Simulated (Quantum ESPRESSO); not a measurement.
# Collinear magnetic orders of Ba2Fe2Se2OF2 with Quantum ESPRESSO, part 2 of 2

Aim: find out which collinear order of Ba2Fe2Se2OF2 costs least.

Quantum ESPRESSO 7.5; PBEsol; plane waves with GBRV 1.5 PBEsol potentials, no spin-orbit coupling.

So far, absolute magnetization (μB): step 2 (run 1 (ferro ++)) 8.06.

## (3) Start 2: antiferro +−

pw.in reads:

```
&CONTROL
  calculation = 'scf'
  prefix = 'pwscf'
  outdir = './tmp'
  pseudo_dir = './pseudo'
  disk_io = 'nowf'
/
&SYSTEM
  ibrav = 0
  celldm(1) = 8
  nat = 9
  ntyp = 6
  ecutwfc = 40
  ecutrho = 280
  nbnd = 55
  occupations = 'smearing'
  smearing = 'fd'
  degauss = 0.00367493
  nspin = 2
  starting_magnetization(1) = 0
  starting_magnetization(2) = 0.25
  starting_magnetization(3) = -0.25
  starting_magnetization(4) = 0
  starting_magnetization(5) = 0
  starting_magnetization(6) = 0
/
&ELECTRONS
  conv_thr = 1.8d-08
  electron_maxstep = 150
  mixing_beta = 0.3
/
ATOMIC_SPECIES
Ba    137.3270 ba_pbesol_v1.uspp.F.UPF
Fe1    55.8450 fe_pbesol_v1.5.uspp.F.UPF
Fe2    55.8450 fe_pbesol_v1.5.uspp.F.UPF
Se     78.9710 se_pbesol_v1.uspp.F.UPF
O      15.9990 o_pbesol_v1.2.uspp.F.UPF
F      18.9984 f_pbesol_v1.4.uspp.F.UPF
CELL_PARAMETERS alat
  -0.4954153251472    0.4954153251472    2.3057020878090
   0.4954153251472   -0.4954153251472    2.3057020878090
   0.4954153251472    0.4954153251472   -2.3057020878090
ATOMIC_POSITIONS crystal
Ba      0.6694250000    0.6694250000    0.0000000000
Ba      0.3305750000    0.3305750000    0.0000000000
Fe1     0.0000000000    0.5000000000    0.5000000000
Fe2     0.5000000000    0.0000000000    0.5000000000
Se      0.0898200000    0.0898200000    0.0000000000
Se      0.9101800000    0.9101800000    0.0000000000
O       0.5000000000    0.5000000000    0.0000000000
F       0.2500000000    0.7500000000    0.5000000000
F       0.7500000000    0.2500000000    0.5000000000
K_POINTS automatic
6 6 6 0 0 0
```

Launch:

```console
$ OMP_NUM_THREADS=1 mpirun -n 4 pw.x -nk 4 -in pw.in > pw.out
```

The log of the run:

```text
[banner, memory and clock lines left out]
Program PWSCF v.7.5 starts

     Message from routine setup:
     using ibrav=0 with symmetry is DISCOURAGED, use correct ibrav instead

     bravais-lattice index     =            0
     lattice parameter (alat)  =       8.0000  a.u.
     unit-cell volume          =    1158.9695 (a.u.)^3
     number of atoms/cell      =            9
     number of atomic types    =            6
     number of electrons       =        84.00
     number of Kohn-Sham states=           55
     kinetic-energy cutoff     =      40.0000  Ry
     charge density cutoff     =     280.0000  Ry
     scf convergence threshold =      1.8E-08
     mixing beta               =       0.3000
     number of iterations used =            8  plain     mixing
     Exchange-correlation= SLA  PW   PSX  PSC
                           (   1   4  10   8   0   0   0)

     celldm(1)=   8.000000  celldm(2)=   0.000000  celldm(3)=   0.000000
     celldm(4)=   0.000000  celldm(5)=   0.000000  celldm(6)=   0.000000

     crystal axes: (cart. coord. in units of alat)
               a(1) = (  -0.495415   0.495415   2.305702 )
               a(2) = (   0.495415  -0.495415   2.305702 )
               a(3) = (   0.495415   0.495415  -2.305702 )

     reciprocal axes: (cart. coord. in units 2 pi/alat)
               b(1) = (  0.000000  1.009254  0.216854 )
               b(2) = (  1.009254  0.000000  0.216854 )
               b(3) = (  1.009254  1.009254  0.000000 )

     PseudoPot. # 1 for Ba read from file:
     ba_pbesol_v1.uspp.F.UPF
     Pseudo is Ultrasoft + core correction, Zval = 10.0

     PseudoPot. # 2 for Fe read from file:
     fe_pbesol_v1.5.uspp.F.UPF
     Pseudo is Ultrasoft + core correction, Zval = 16.0

     PseudoPot. # 3 for Fe read from file:
     fe_pbesol_v1.5.uspp.F.UPF
     Pseudo is Ultrasoft + core correction, Zval = 16.0

     PseudoPot. # 4 for Se read from file:
     se_pbesol_v1.uspp.F.UPF
     Pseudo is Ultrasoft + core correction, Zval =  6.0

     PseudoPot. # 5 for O  read from file:
     o_pbesol_v1.2.uspp.F.UPF
     Pseudo is Ultrasoft + core correction, Zval =  6.0

     PseudoPot. # 6 for F  read from file:
     f_pbesol_v1.4.uspp.F.UPF
     Pseudo is Ultrasoft, Zval =  7.0

     atomic species   valence    mass     pseudopotential
     Ba               10.00   137.32700     Ba( 1.00)
     Fe1              16.00    55.84500     Fe( 1.00)
     Fe2              16.00    55.84500     Fe( 1.00)
     Se                6.00    78.97100     Se( 1.00)
     O                 6.00    15.99900     O ( 1.00)
     F                 7.00    18.99840     F ( 1.00)

     Starting magnetic structure
     atomic species   magnetization
     Ba              0.000
     Fe1             0.250
     Fe2            -0.250
     Se              0.000
     O               0.000
     F               0.000

      8 Sym. Ops., with inversion, found

   Cartesian axes

     site n.     atom                  positions (alat units)
         1        Ba     tau(   1) = (   0.0000000   0.0000000   3.0869892  )
         2        Ba     tau(   2) = (  -0.0000000  -0.0000000   1.5244149  )
         3        Fe1    tau(   3) = (   0.4954153   0.0000000   0.0000000  )
         4        Fe2    tau(   4) = (   0.0000000   0.4954153   0.0000000  )
         5        Se     tau(   5) = (   0.0000000   0.0000000   0.4141963  )
         6        Se     tau(   6) = (   0.0000000   0.0000000   4.1972079  )
         7        O      tau(   7) = (   0.0000000   0.0000000   2.3057021  )
         8        F      tau(   8) = (   0.4954153   0.0000000   1.1528510  )
         9        F      tau(   9) = (   0.0000000   0.4954153   1.1528510  )

     number of k points=    46  Fermi-Dirac smearing, width (Ry)=  0.0037
                       cart. coord. in units 2pi/alat
        k(    1) = (   0.0000000   0.0000000   0.0000000), wk =   0.0046296
        k(    2) = (   0.1682090   0.1682090   0.0000000), wk =   0.0185185
        k(    3) = (   0.3364181   0.3364181   0.0000000), wk =   0.0185185
        k(    4) = (  -0.5046271  -0.5046271   0.0000000), wk =   0.0092593
        k(    5) = (   0.1682090   0.0000000   0.0361423), wk =   0.0185185
        [... 41 further k-points ...]

     Dense  grid:    91755 G-vectors     FFT dimensions: ( 108, 108, 108)

     Smooth grid:    39539 G-vectors     FFT dimensions: (  80,  80,  80)

     Check: negative core charge=   -0.000013
     Generating pointlists ...
     new r_m :   0.2554 (alat units)  2.0436 (a.u.) for type    1
     new r_m :   0.2044 (alat units)  1.6349 (a.u.) for type    2
     new r_m :   0.2044 (alat units)  1.6349 (a.u.) for type    3
     new r_m :   0.2664 (alat units)  2.1310 (a.u.) for type    4
     new r_m :   0.2044 (alat units)  1.6349 (a.u.) for type    5
     new r_m :   0.2554 (alat units)  2.0436 (a.u.) for type    6

     Initial potential from superposition of free atoms

     starting charge      81.9722, renormalised to      84.0000

     negative rho (up, down):  9.842E-02 9.842E-02
     Starting wfcs are   72 randomized atomic wfcs

     Self-consistent Calculation

     iteration #  1     ecut=    40.00 Ry     beta= 0.30
     Davidson diagonalization with overlap
     ethr =  1.00E-02,  avg # of iterations =  4.6

     negative rho (up, down):  9.422E-02 9.422E-02

     total energy              =    -817.58068009 Ry
     estimated scf accuracy    <      87.94951203 Ry

     total magnetization       =    -0.00 Bohr mag/cell
     absolute magnetization    =     0.73 Bohr mag/cell

     iteration #  2     ecut=    40.00 Ry     beta= 0.30
     Davidson diagonalization with overlap
     ethr =  1.00E-02,  avg # of iterations =  7.7

     negative rho (up, down):  6.972E-02 6.968E-02

     total energy              =    -831.72796380 Ry
     estimated scf accuracy    <     617.48819228 Ry

     total magnetization       =    -0.02 Bohr mag/cell
     absolute magnetization    =     0.17 Bohr mag/cell

     [... further iterations left out ...]

     iteration # 20     ecut=    40.00 Ry     beta= 0.30
     Davidson diagonalization with overlap
     ethr =  1.05E-10,  avg # of iterations =  2.9

     negative rho (up, down):  8.859E-02 8.859E-02

     total energy              =    -857.42812526 Ry
     estimated scf accuracy    <       0.00000004 Ry

     total magnetization       =    -0.00 Bohr mag/cell
     absolute magnetization    =     7.05 Bohr mag/cell

     iteration # 21     ecut=    40.00 Ry     beta= 0.30
     Davidson diagonalization with overlap
     ethr =  5.23E-11,  avg # of iterations =  1.4

     negative rho (up, down):  8.859E-02 8.859E-02

     Magnetic moment per site  (integrated on atomic sphere of radius R)
     atom   1 (R=0.255)  charge=  6.2531  magn=  0.0000
     atom   2 (R=0.255)  charge=  6.2531  magn=  0.0000
     atom   3 (R=0.204)  charge= 13.4081  magn=  3.1141
     atom   4 (R=0.204)  charge= 13.4082  magn= -3.1141
     atom   5 (R=0.266)  charge=  4.3711  magn= -0.0000
     atom   6 (R=0.266)  charge=  4.3711  magn= -0.0000
     atom   7 (R=0.204)  charge=  5.6158  magn= -0.0000
     atom   8 (R=0.255)  charge=  7.3584  magn= -0.0000
     atom   9 (R=0.255)  charge=  7.3584  magn= -0.0000

     End of self-consistent calculation

     [... lines left out ...]
     the Fermi energy is     9.6510 ev

!    total energy              =    -857.42812531 Ry
     estimated scf accuracy    <          4.9E-09 Ry
     smearing contrib. (-TS)   =      -0.00289569 Ry
     internal energy E=F+TS    =    -857.42522962 Ry

     The total energy is F=E-TS. E is the sum of the following terms:
     one-electron contribution =    -581.60139855 Ry
     hartree contribution      =     330.58080229 Ry
     xc contribution           =    -197.84127976 Ry
     ewald contribution        =    -408.56335361 Ry

     total magnetization       =    -0.00 Bohr mag/cell
     absolute magnetization    =     7.05 Bohr mag/cell

     convergence has been achieved in  21 iterations
```

Elapsed: 8.3 min, on 4 MPI ranks of AMD EPYC 9R14 (Zen 4), shared host; peak memory 2.4 GiB; 33 min of CPU time.

Spin moment in the atom's sphere by atom:

| atom | spin moment in the atom's sphere (μB) |
| --- | --- |
| Ba1 | 0.00 |
| Ba2 | 0.00 |
| Fe3 | 3.11 |
| Fe4 | -3.11 |
| Se5 | 0.00 |
| Se6 | 0.00 |
| O7 | 0.00 |
| F8 | 0.00 |
| F9 | 0.00 |

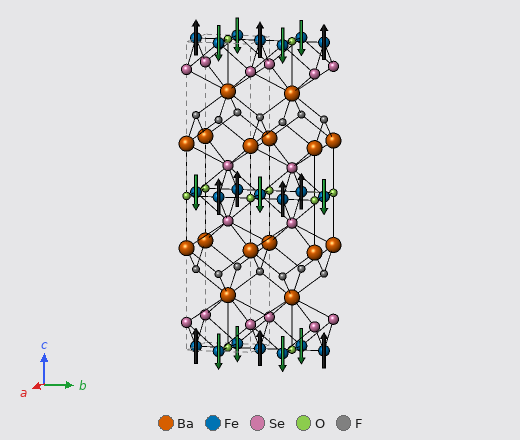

Spin moment in the atom's sphere as arrows, the longest 3.11 μB. Up and down stand for the sign. Arrows give size and sign along the axis of quantisation, drawn up and down the page. The two directions have two colours. 1×2×1 conventional cells are drawn. Some periodic images of atoms are drawn too.

Numbers from this step:

```
smearing term TS       : 0.03940 eV
magnetization          : 0 μB
absolute magnetization : 7.051 μB
final state            : antiferromagnetic
```

## (4) Ranking

An order is kept where moments of 0.15 μB or more survive with the typed signs; meshes match where a doubled cell samples the same k points as the first cell.

Orders:

| start | final state | typed order kept | energy over the lowest (meV a seeded atom) | largest site moment (μB) | net moment (μB a cell of the first run) | mesh matched | CPU time (s) |
| --- | --- | --- | --- | --- | --- | --- | --- |
| ferro ++ | ferromagnetic | yes | 0 | 3.263 | 7.999 | yes | 1338 |
| antiferro +- | antiferromagnetic | yes | 98.05 | 3.114 | 0 | yes | 1984 |

## (5) Results

| Quantity | Value |
| --- | --- |
| lowest state found | ferromagnetic (from ferro ++) |
| largest site moment | 3.26 μB |
| next state with moments | antiferromagnetic, 98.1 meV a seeded atom higher |

**Reading.** This is the lowest of 2 collinear or spinless starts, no proof of the ground state. No Hubbard term acts here. In such compounds local and semilocal functionals without one often delocalise the d electrons, and can shrink or lose moments and miss the size, sign and order of the couplings. The smearing term is large for its width, so states at the Fermi level are partly filled: at this level the cell is a metal or has a gap of a few widths at most.

[Logs and program files are shortened in this print: banners, set-up blocks, solver, clock and traceback lines can be left out without a mark of their own.]

[Logs are printed without paths, hosts, clocks, repeated set-up lines and the standing remarks that a program may print on its own settings, such as how far it seeks lower states.]

[Hosts, paths, dates, database ids (printed as entryN), source tags and the programs' standing remarks are cut or masked in the printed files.]

[Where a cell is said to come from a database of computed structures, the database is the Materials Project.]
